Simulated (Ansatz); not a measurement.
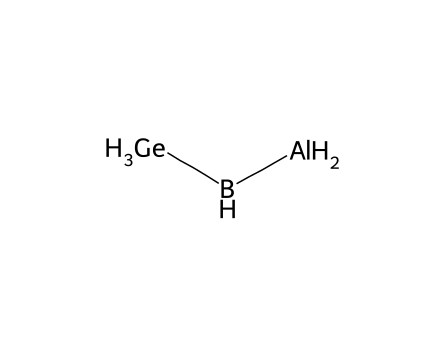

2D structure.

**Transcribe the drawing into SMILES.**

[AlH2][BH][GeH3]

**What is the molecular formula?**

AlBGeH6.

**An optimisation with PBE0-D4/def2-TZVP gave a structure of which point group?**

C1.

The parts below concern this one geometry. Atoms keep their numbers from picture to picture. The computed structure is the end point of a PBE0-D4/def2-TZVP optimisation.

Geometry

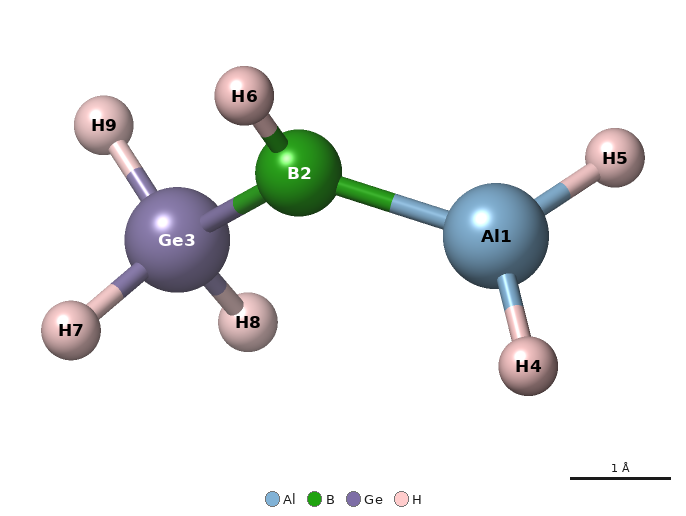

Numbered structure.

Which atoms are bonded, and how long are the bonds?

```
  bond  length (Å)
Al1–B2       2.104
Al1–H4       1.592
Al1–H5       1.593
B2–Ge3       2.064
 B2–H6       1.200
Ge3–H7       1.545
Ge3–H8       1.541
Ge3–H9       1.541
```

Levels of theory compared

Program: Ansatz 0.2.0.

Compare HOMO energy (eV) at these levels: BHLYP-D4/def2-TZVPP; CAM-B3LYP-D4/def2-TZVPP; HSE06 (plane-wave form)-D4/def2-TZVPP; PBE0-D4/def2-QZVPP; PBE0-D4/def2-SVP; PBE0-D4/def2-TZVPP; r2SCAN-D4/def2-TZVPP; r2SCAN0-D4/def2-TZVPP; revPBE-D4/def2-TZVPP; ωB97M-V/def2-TZVPP; ωB97X-V/def2-TZVPP.

```tsv
level	HOMO energy (eV)
BHLYP-D4/def2-TZVPP	−8.32
CAM-B3LYP-D4/def2-TZVPP	−8.61
HSE06 (plane-wave form)-D4/def2-TZVPP	−6.92
PBE0-D4/def2-QZVPP	−7.31
PBE0-D4/def2-SVP	−7.33
PBE0-D4/def2-TZVPP	−7.31
r2SCAN-D4/def2-TZVPP	−6.45
r2SCAN0-D4/def2-TZVPP	−7.46
revPBE-D4/def2-TZVPP	−6.17
ωB97M-V/def2-TZVPP	−9.38
ωB97X-V/def2-TZVPP	−9.58
```

Charges

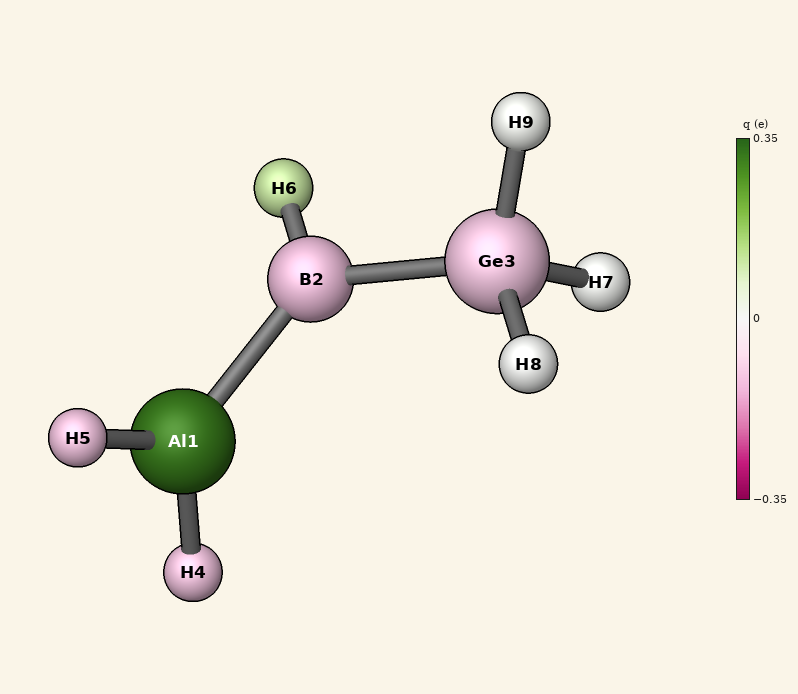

Atoms are coloured by their Mulliken charges. Level of theory: RKS ωB97M-V/def2-TZVPP (Ansatz 0.2.0).

**Which atom carries the highest charge (most positive or least negative)?**

Al1 (0.32 e).

**And the lowest?**

B2 (−0.12 e).

Give the Mulliken charges atom by atom.

| atom | value (e) |
| --- | --- |
| Al1 | 0.32 |
| B2 | −0.12 |
| Ge3 | −0.11 |
| H4 | −0.11 |
| H5 | −0.11 |
| H6 | 0.11 |
| H7 | 0.01 |
| H8 | 0.00 |
| H9 | 0.01 |

Vibrations

Harmonic vibrations computed with RKS PBE0-D4/def2-TZVP (Ansatz 0.2.0) at a stationary point of the same level.

**How many vibrational modes are there, and where do they lie?**

21 modes: 40, 93, 170, 300, 385, 417, 473, 613, 660, 677, 754, 806, 851, 887, 893, 1896, 1902, 2113, 2128, 2132, 2597 cm⁻¹.

Mulliken values depend strongly on the basis set and can even reverse the polarity of a bond.
